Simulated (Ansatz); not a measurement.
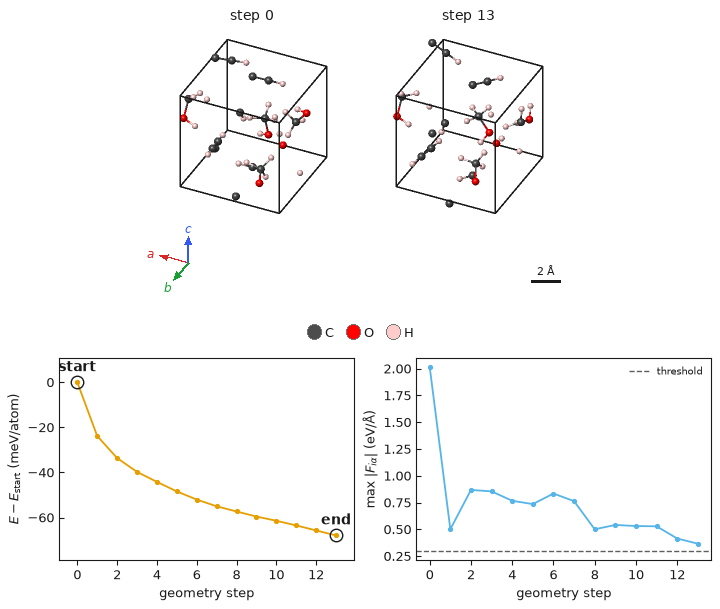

First and last geometry of a relaxation of an amorphous cell of composition H6C3O, with the history of the run. Style: ball-and-stick. Shown: the cell of the calculation, from a free direction.

The cell holds 4 CH3OH + 4 C2H2. The run prepares the start of a later molecular dynamics calculation, from a guessed geometry.

Theory: Ansatz 0.2.0, DFT r2SCAN, scalar-relativistic, plane waves, PAW.

Input file:
```yaml
crystal:
  lattice:
    - [7.596674, 0.0, 0.0]
    - [0.0, 7.596674, 0.0]
    - [0.0, 0.0, 7.596674]
  atoms:
    - { symbol: C, position: [0.0726231, 0.4994839, 0.675633] }
    - { symbol: O, position: [0.0526428, 0.3136396, 0.6634663] }
    - { symbol: H, position: [-0.0583395, 0.5524623, 0.7003784] }
    - { symbol: H, position: [0.1682789, 0.2641887, 0.6413972] }
    - { symbol: H, position: [0.1590908, 0.5382483, 0.7845525] }
    - { symbol: H, position: [0.1230906, 0.5572562, 0.5533294] }
    - { symbol: C, position: [0.9915258, 0.8364103, 0.8688754] }
    - { symbol: O, position: [1.0047779, 0.9154787, 0.6995888] }
    - { symbol: H, position: [1.1246983, 0.8325608, 0.921984] }
    - { symbol: H, position: [0.8870933, 0.9199755, 0.650251] }
    - { symbol: H, position: [0.9085218, 0.9130487, 0.9587625] }
    - { symbol: H, position: [0.9408195, 0.7013913, 0.8624324] }
    - { symbol: C, position: [0.4897431, 0.2780798, 0.4545344] }
    - { symbol: O, position: [0.4626276, 0.260139, 0.2700669] }
    - { symbol: H, position: [0.368603, 0.3333973, 0.5077821] }
    - { symbol: H, position: [0.5694716, 0.2109318, 0.2203967] }
    - { symbol: H, position: [0.5143548, 0.151197, 0.5188601] }
    - { symbol: H, position: [0.59856, 0.3677899, 0.4854173] }
    - { symbol: C, position: [0.2810545, 0.8046589, 0.2836868] }
    - { symbol: O, position: [0.2121452, 0.9765896, 0.2558169] }
    - { symbol: H, position: [0.2647877, 0.7342587, 0.1597939] }
    - { symbol: H, position: [0.2255928, 1.0412682, 0.365087] }
    - { symbol: H, position: [0.4214766, 0.8067075, 0.3171567] }
    - { symbol: H, position: [0.2096834, 0.7331083, 0.3867861] }
    - { symbol: C, position: [0.8360808, 0.5426419, 0.2624652] }
    - { symbol: C, position: [0.8157625, 0.6993934, 0.2878677] }
    - { symbol: H, position: [0.7979543, 0.8367792, 0.3101318] }
    - { symbol: H, position: [0.8538889, 0.4052562, 0.240201] }
    - { symbol: C, position: [0.463069, 0.9485743, 1.019009] }
    - { symbol: C, position: [0.4650592, 0.8577792, 0.8871702] }
    - { symbol: H, position: [0.4668036, 0.7782014, 0.7716194] }
    - { symbol: H, position: [0.4613246, 1.0281521, 1.1345598] }
    - { symbol: C, position: [0.5414559, 0.4290779, 0.9956366] }
    - { symbol: C, position: [0.4209705, 0.343459, 0.9341401] }
    - { symbol: H, position: [0.3153704, 0.2684178, 0.8802411] }
    - { symbol: H, position: [0.647056, 0.5041191, 1.0495356] }
    - { symbol: C, position: [0.9746168, 0.3095962, 0.9984434] }
    - { symbol: C, position: [0.8507697, 0.2201716, 0.9505446] }
    - { symbol: H, position: [0.7422231, 0.141795, 0.9085634] }
    - { symbol: H, position: [1.0831633, 0.3879728, 1.0404245] }
basis:
  ecutwfc: 500.0
kpoints:
  mp_grid: { grid: [1, 1, 1] }
hamiltonian:
  xc: r2scan
scf:
  occupations: { method: fermi_dirac, width: 0.02 }
  lower_state_search: "off"
relax:
  f_tol: 0.3
  max_steps: 15
  adjacent_minimum: "off"
```

Command:
```bash
ansatz run input.yaml --threads 1 --pin off --max-ram 3072MiB --backend cpu --events-out ev --progress --plain --runs-dir out
```

**What do the curves and the structures tell?**

The run was cut off at its time limit before the relaxation converged, so the last structure is only a point on the way. Over 13 geometry steps the energy falls by 67.9 meV per atom. The largest force component goes from 2 to 0.37 eV/Å. The largest moves, 1.57 Å, are those of H5 and H31. H31 goes along [1 1 −1]. By element the largest moves are H 1.57 Å, O 1.23 Å, C 1.13 Å. The lattice vectors keep their values. Among the contacts that change: C25–C26 1.216 → 1.201 Å, C13–O14 1.423 → 1.436 Å, C13–H17 1.097 → 1.109 Å, C13–H15 1.090 → 1.100 Å. Bond angles that change, for instance: C26–C25–H28 180.0° → 176.4°, C1–O2–H4 107.4° → 110.3°, C25–C26–H27 180.0° → 177.4°.

Limits of the set-up: the periodic images lie only 7.6 Å apart, so the values are limited by the cell's size.
